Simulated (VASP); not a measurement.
Band structure of ZrN (space group Fm-3m). Level of theory: PBE GGA, VASP's PBE PAW potentials (set 64) (plane waves; VASP).

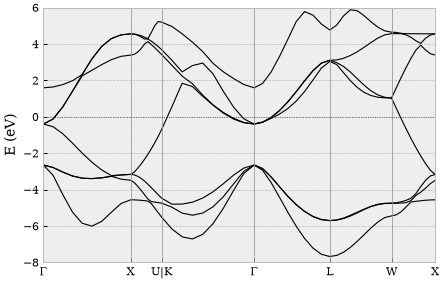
Fig. 1. Bands along high-symmetry lines, zero at the valence-band maximum or, without a gap, the Fermi level

Problem. Read the plot: is there a gap, and where are the band edges?

Solution. It has no gap at this level: it comes out as a metal or semimetal.

The structure is a typed ZrN crystal. The cell was not relaxed at this level. The electron count is odd and the run is not spin-polarised, which forces a metal.
